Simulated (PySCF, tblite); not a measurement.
# sulfur trioxide (SO3): dynamics, then NMR shifts and electronic excitations on frames, part 2 of 2

tblite 0.8.0 and PySCF 2.14.0. Atoms count from 0. Earlier steps stand in the parts before.

## 9. Nuclear shieldings: 800 fs, PBE0/pcSseg-1

The job: settings as JSON, then the geometry in Å.

```
{"job": {"kind": "nmr", "xc": "PBE0", "basis": "pcSseg-1", "pop": false}, "charge": 0, "multiplicity": 1}
O      0.315100    -1.753400     0.136700
S     -0.124000    -0.440400     0.289600
O     -1.472600    -0.085700     0.208100
O      0.849000     0.518800     0.690000
```

Level: GIAO PBE0/pcSseg-1 NMR shielding, non-relativistic, gas phase.

What it wrote:

```text
coarse grid: 4888 points
cycle   1  E = -623.0538116531  dE =  1.610e+00  |g| = 1.165e+00  |ddm| = 2.536e+00
cycle   2  E = -622.6826433589  dE =  3.712e-01  |g| = 1.886e+00  |ddm| = 1.906e+00
cycle   3  E = -623.2946800061  dE = -6.120e-01  |g| = 7.278e-02  |ddm| = 1.222e+00
cycle   4  E = -623.2935395107  dE =  1.140e-03  |g| = 1.077e-01  |ddm| = 1.020e-01
cycle   5  E = -623.2956728602  dE = -2.133e-03  |g| = 8.982e-03  |ddm| = 6.210e-02
cycle   6  E = -623.2956886227  dE = -1.576e-05  |g| = 1.061e-03  |ddm| = 7.947e-03
cycle   7  E = -623.2956887782  dE = -1.555e-07  |g| = 4.942e-04  |ddm| = 8.330e-04
final grid: 45376 points
cycle   8  E = -623.3524324944  dE = -1.182e-05  |g| = 6.821e-03  |ddm| = 1.169e-02
cycle   9  E = -623.3524283447  dE =  4.150e-06  |g| = 8.335e-03  |ddm| = 7.258e-03
cycle  10  E = -623.3524390271  dE = -1.068e-05  |g| = 1.648e-03  |ddm| = 4.901e-03
cycle  11  E = -623.3524394798  dE = -4.527e-07  |g| = 4.646e-04  |ddm| = 1.248e-03
cycle  12  E = -623.3524395181  dE = -3.822e-08  |g| = 6.838e-05  |ddm| = 2.978e-04
cycle  13  E = -623.3524395189  dE = -8.592e-10  |g| = 7.860e-06  |ddm| = 4.027e-05
converged SCF energy = -623.3524395189

GIAO shielding tensors (ppm)
atom      isotropic    diamagn.    paramagn.     s11        s22        s33       span
  0 O       35.182     395.865    -360.683    -56.236     48.209    113.571    169.807
  1 S       98.386    1057.224    -958.839     81.034     97.226    116.897     35.862
  2 O       39.707     396.640    -356.933    -60.124     51.741    127.505    187.629
  3 O       15.260     397.184    -381.924    -69.024     14.017    100.787    169.811
```

Wall time 3.8 s (1 thread of Intel Xeon at 2.50GHz, shared host); peak memory 0.39 GiB.

In short: δ O3 320.8, O0 300.9, O2 296.4, S1 405 ppm.

## 10. TDDFT and polarisability: 800 fs, PBE0/def2-SVPD

The job: settings as JSON, then the geometry in Å.

```
{"job": {"kind": "uv", "xc": "PBE0", "basis": "def2-SVPD", "nstates": 5, "ntriplets": 0}, "charge": 0, "multiplicity": 1}
O      0.315100    -1.753400     0.136700
S     -0.124000    -0.440400     0.289600
O     -1.472600    -0.085700     0.208100
O      0.849000     0.518800     0.690000
```

Level: TDDFT PBE0/def2-SVPD, vertical, gas phase, core orbitals frozen in the response.

What it wrote:

```text
coarse grid: 4888 points
cycle   1  E = -622.8003854404  dE =  1.585e+00  |g| = 1.097e+00  |ddm| = 2.800e+00
cycle   2  E = -622.4273664738  dE =  3.730e-01  |g| = 1.810e+00  |ddm| = 2.412e+00
cycle   3  E = -623.0288080388  dE = -6.014e-01  |g| = 6.705e-02  |ddm| = 1.549e+00
cycle   4  E = -623.0275707334  dE =  1.237e-03  |g| = 1.047e-01  |ddm| = 1.258e-01
cycle   5  E = -623.0297196354  dE = -2.149e-03  |g| = 4.118e-03  |ddm| = 7.608e-02
cycle   6  E = -623.0297235692  dE = -3.934e-06  |g| = 9.838e-04  |ddm| = 5.103e-03
final grid: 45376 points
cycle   7  E = -623.1122976109  dE = -1.190e-05  |g| = 6.505e-03  |ddm| = 2.490e-02
cycle   8  E = -623.1122927605  dE =  4.850e-06  |g| = 8.409e-03  |ddm| = 1.033e-02
cycle   9  E = -623.1123048347  dE = -1.207e-05  |g| = 1.637e-03  |ddm| = 6.628e-03
cycle  10  E = -623.1123053296  dE = -4.949e-07  |g| = 5.150e-04  |ddm| = 1.612e-03
cycle  11  E = -623.1123053802  dE = -5.056e-08  |g| = 7.513e-05  |ddm| = 4.399e-04
cycle  12  E = -623.1123053813  dE = -1.092e-09  |g| = 9.151e-06  |ddm| = 5.670e-05
cycle  13  E = -623.1123053812  dE =  1.887e-11  |g| = 1.417e-05  |ddm| = 1.715e-05
converged SCF energy = -623.1123053812

Static polarisability (au): isotropic 27.230, principal 19.953 30.584 31.153

Singlet excitations
state   eV       nm        f      main configurations
  1   5.0344    246.3   0.00001   H->L 0.98
  2   6.1926    200.2   0.00006   H->L+1 0.98
  3   6.8282    181.6   0.00588   H-1->L 0.78, H-1->L+1 0.11
  4   7.1057    174.5   0.00206   H-2->L 0.67, H-4->L 0.17, H-3->L 0.09
  5   7.4108    167.3   0.00707   H-3->L 0.69, H-1->L+1 0.14, H-4->L 0.10
```

Run time: 7.1 s. Hardware: 1 thread of Intel Xeon at 2.50GHz, shared host; peak memory 0.39 GiB.

This run: HOMO -10.10 eV, LUMO -2.94 eV; lowest singlet 5.03 eV.

## 11. Shielding tensors: 1000 fs, PBE0/pcSseg-1

The job: settings as JSON, then the geometry in Å.

```
{"job": {"kind": "nmr", "xc": "PBE0", "basis": "pcSseg-1", "pop": false}, "charge": 0, "multiplicity": 1}
O     -0.047600    -2.039600     0.731900
S     -0.299800    -0.711700     0.314700
O     -1.690300    -0.373400     0.046700
O      0.671500     0.353600     0.389800
```

Level: GIAO PBE0/pcSseg-1 NMR shielding, non-relativistic, gas phase.

What it wrote:

```text
coarse grid: 4888 points
cycle   1  E = -623.0457400022  dE =  1.416e+00  |g| = 1.175e+00  |ddm| = 2.499e+00
cycle   2  E = -622.5805280319  dE =  4.652e-01  |g| = 2.019e+00  |ddm| = 2.030e+00
cycle   3  E = -623.2981122764  dE = -7.176e-01  |g| = 9.998e-02  |ddm| = 1.316e+00
cycle   4  E = -623.2959593070  dE =  2.153e-03  |g| = 1.470e-01  |ddm| = 1.398e-01
cycle   5  E = -623.3000123466  dE = -4.053e-03  |g| = 8.875e-03  |ddm| = 8.375e-02
cycle   6  E = -623.3000252732  dE = -1.293e-05  |g| = 4.220e-03  |ddm| = 8.606e-03
cycle   7  E = -623.3000279484  dE = -2.675e-06  |g| = 1.935e-03  |ddm| = 3.339e-03
final grid: 45376 points
cycle   8  E = -623.3566618279  dE = -8.985e-06  |g| = 8.673e-03  |ddm| = 1.261e-02
cycle   9  E = -623.3566370350  dE =  2.479e-05  |g| = 1.442e-02  |ddm| = 1.175e-02
cycle  10  E = -623.3566720225  dE = -3.499e-05  |g| = 3.238e-03  |ddm| = 9.087e-03
cycle  11  E = -623.3566738483  dE = -1.826e-06  |g| = 7.937e-04  |ddm| = 2.043e-03
cycle  12  E = -623.3566739618  dE = -1.135e-07  |g| = 5.356e-05  |ddm| = 5.503e-04
cycle  13  E = -623.3566739617  dE =  9.209e-11  |g| = 5.800e-05  |ddm| = 5.750e-05
cycle  14  E = -623.3566739623  dE = -6.219e-10  |g| = 9.841e-06  |ddm| = 3.752e-05
converged SCF energy = -623.3566739623

GIAO shielding tensors (ppm)
atom      isotropic    diamagn.    paramagn.     s11        s22        s33       span
  0 O      -22.068     395.175    -417.243   -137.563    -15.835     87.195    224.758
  1 S       51.368    1055.306   -1003.938     40.870     44.379     68.855     27.985
  2 O      -61.418     396.374    -457.791   -162.306    -83.219     61.271    223.578
  3 O      -36.529     397.742    -434.270   -164.455    -41.094     95.963    260.418
```

Wall time 5.7 s (1 thread of Intel Xeon at 2.50GHz, shared host); peak memory 0.39 GiB.

In short: δ O2 397.5, O3 372.6, O0 358.1, S1 452 ppm.

## 12. TDDFT and polarisability: 1000 fs, PBE0/def2-SVPD

The job: settings as JSON, then the geometry in Å.

```
{"job": {"kind": "uv", "xc": "PBE0", "basis": "def2-SVPD", "nstates": 5, "ntriplets": 0}, "charge": 0, "multiplicity": 1}
O     -0.047600    -2.039600     0.731900
S     -0.299800    -0.711700     0.314700
O     -1.690300    -0.373400     0.046700
O      0.671500     0.353600     0.389800
```

Method: TDDFT PBE0/def2-SVPD, vertical, gas phase, core orbitals frozen in the response.

What it wrote:

```text
coarse grid: 4888 points
cycle   1  E = -622.7927553478  dE =  1.390e+00  |g| = 1.108e+00  |ddm| = 2.755e+00
cycle   2  E = -622.3253754400  dE =  4.674e-01  |g| = 1.942e+00  |ddm| = 2.509e+00
cycle   3  E = -623.0322418950  dE = -7.069e-01  |g| = 9.321e-02  |ddm| = 1.635e+00
cycle   4  E = -623.0302074598  dE =  2.034e-03  |g| = 1.383e-01  |ddm| = 1.694e-01
cycle   5  E = -623.0340078239  dE = -3.800e-03  |g| = 5.717e-03  |ddm| = 9.998e-02
cycle   6  E = -623.0340122344  dE = -4.411e-06  |g| = 3.965e-03  |ddm| = 6.920e-03
cycle   7  E = -623.0340150341  dE = -2.800e-06  |g| = 1.342e-03  |ddm| = 3.701e-03
final grid: 45376 points
cycle   8  E = -623.1164756319  dE = -1.188e-05  |g| = 6.796e-03  |ddm| = 2.507e-02
cycle   9  E = -623.1164625266  dE =  1.311e-05  |g| = 1.074e-02  |ddm| = 1.212e-02
cycle  10  E = -623.1164829060  dE = -2.038e-05  |g| = 2.600e-03  |ddm| = 8.783e-03
cycle  11  E = -623.1164841906  dE = -1.285e-06  |g| = 6.662e-04  |ddm| = 2.192e-03
cycle  12  E = -623.1164842771  dE = -8.647e-08  |g| = 7.040e-05  |ddm| = 6.040e-04
cycle  13  E = -623.1164842778  dE = -7.142e-10  |g| = 3.928e-05  |ddm| = 6.813e-05
cycle  14  E = -623.1164842781  dE = -2.676e-10  |g| = 1.383e-05  |ddm| = 3.836e-05
converged SCF energy = -623.1164842781

Static polarisability (au): isotropic 28.656, principal 20.580 32.174 33.214

Singlet excitations
state   eV       nm        f      main configurations
  1   4.3169    287.2   0.00002   H->L 0.99
  2   5.9907    207.0   0.00649   H-1->L 0.76, H-3->L 0.12
  3   6.1753    200.8   0.00014   H->L+1 0.98
  4   6.2468    198.5   0.00162   H-2->L 0.60, H-4->L 0.19, H-3->L 0.17
  5   6.6444    186.6   0.01913   H-3->L 0.59, H-4->L 0.13, H-1->L 0.10
```

It took 6.8 s on 1 thread of Intel Xeon at 2.50GHz, shared host; peak memory 0.39 GiB.

In short: HOMO -10.12 eV, LUMO -3.69 eV; lowest singlet 4.32 eV.

## 13. Comparing the runs: NMR shifts

Shifts (ppm), with basis size and wall time:

```tsv
frame	O3	O0	O2	S1	functions	time
250 fs	421.4	396.8	378.6	469	75	7.7 s
425 fs	347.0	336.1	317.3	426	75	6.2 s
625 fs	356.5	356.1	326.2	435	75	6.4 s
800 fs	320.8	300.9	296.4	405	75	3.8 s
1000 fs	372.6	358.1	397.5	452	75	5.7 s
```

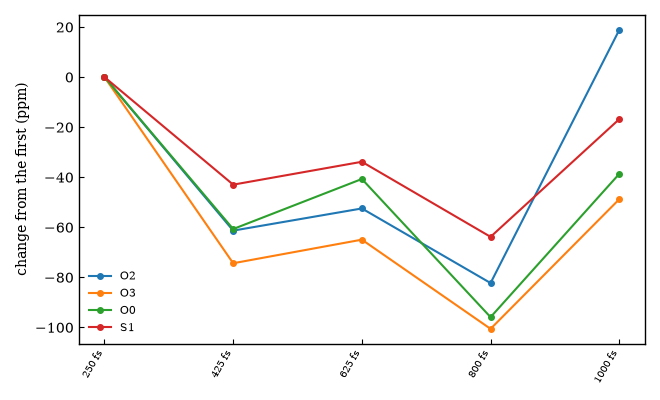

How the tabulated atoms move from run to run.

## 14. Run by run: electronic excitations

Excitations and ground-state properties, with basis size and wall time:

```tsv
frame	lowest singlet (eV)	brightest (eV)	f	gap (eV)	α (Å³)	μ (D)	functions	time
250 fs	4.40	6.59	0.016	6.53	4.32	0.33	96	11 s
425 fs	5.18	6.85	0.001	7.35	4.13	0.31	96	8.5 s
625 fs	5.13	7.10	0.000	7.33	4.18	0.27	96	8.4 s
800 fs	5.03	7.41	0.007	7.16	4.04	0.35	96	7.1 s
1000 fs	4.32	6.64	0.019	6.44	4.25	0.48	96	6.8 s
```

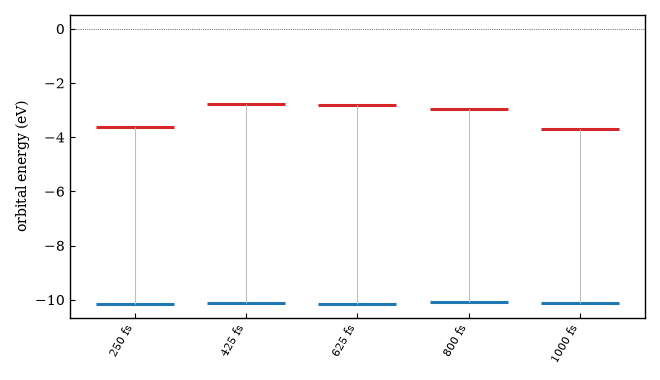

HOMO (blue) and LUMO (red) run by run.

## 15. Outcome

This closing draws on all 2 parts.

```
                                                                  quantity                        value
                                                                thermostat                        400 K
                                             mean temperature, second half                        320 K
                                   mean potential energy above the minimum                      0.07 eV
                            17O shifts against H2O (PBE0/pcSseg-1, 250 fs)      421.4, 396.8, 378.6 ppm
                            33S shifts against CS2 (PBE0/pcSseg-1, 250 fs)                      469 ppm
potential on the surface of density 0.002 e/bohr³, 1st and 99th percentile           -0.60 V and 3.02 V
                                   lowest singlet (PBE0/def2-SVPD, 250 fs)  4.40 eV (282 nm), f = 0.000
                                  brightest single state of those computed  state 5, 6.59 eV, f = 0.016
                                                  range of the shift of O2           296.4 to 397.5 ppm
                                               range of the lowest singlet              4.32 to 5.18 eV
```

In words: In the second half the potential energy averages 0.07 eV above the minimum; equipartition over 6 harmonic modes at 400 K would give 0.10 eV. With 4 atoms the temperature swings widely (99 to 594 K). Shifts at one fixed geometry are not the observed spectrum, which averages over the motion. In the first frame run (250 fs): Shielding is most anisotropic at O3 (span 291 ppm, paramagnetic term -483 ppm). By nearest atom (PBE0/pcSseg-1), the HOMO sits on O0, O3 about 36 % each; O2 27 % and the LUMO on S1 41 %; O0, O2, O3 about 20 % each. The first singlet state (HOMO→LUMO 0.99) lies at 4.40 eV and is dark; of the 5 states computed, the strongest absorption comes from state 5 at 6.59 eV (the last computed, so partners may be missing). In ppm, O2 moves most: its shift spreads over 101.1 ppm, from 296.4 (800 fs) to 397.5 (1000 fs). The lowest singlet runs from 4.32 eV (1000 fs) to 5.18 eV (425 fs), while the orbital gap spans 6.44 to 7.35 eV. The lowest state need not be the same one in every run.
